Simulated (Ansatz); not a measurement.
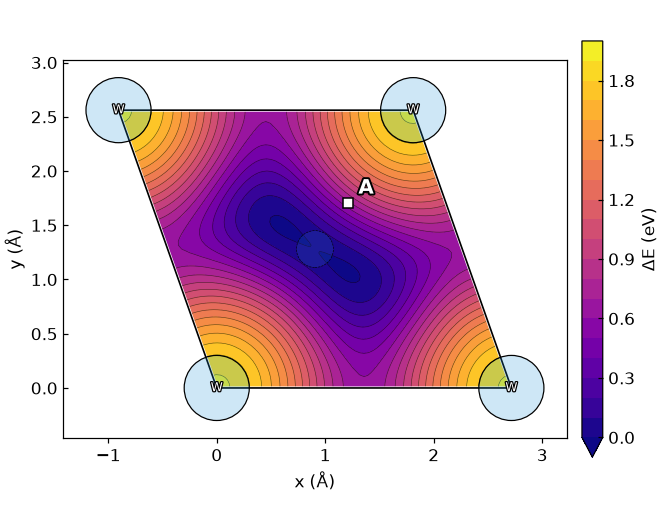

Pt on a W(110) slab cut from the Im-3m phase, its upper half relaxed before the scan (12 atoms of substrate and one adsorbate in a 2 × 2 cell). Pt is moved over the surface cell; relaxed at each place: the height of the adsorbate's atoms; substrate rigid; the origin of the map has the adsorbate above W9. Places are given modulo a cell vector. The map is drawn in real space over the plane of the surface. Grid: 6 × 6 points; 13 points were computed and 23 follow by symmetry. Places are given in fractions of the 1 × 1 surface cell. All energies are given in eV relative to the lowest grid point. Computed with Ansatz 0.2.0, DFT LDA, scalar-relativistic, plane waves, PAW. Settings: cutoff 420 eV, k-mesh 5×5×1, gaussian smearing 0.1 eV, no spin polarisation.

Drawn: filled contours, labelled circles for the atoms of the top layer and small ones for the second layer, the outline of one cell of the plane, the point A. Between grid points the surface is interpolated.

> Which way does the force act at A, and how strong is it?

A, at (4/6, 4/6) of the cell vectors, is not a stationary point. The computed force is 2 eV/Å in the plane, pointing down and left in the picture (components −1.1 and −1.6 eV/Å).

PAW datasets: the set soft_1.
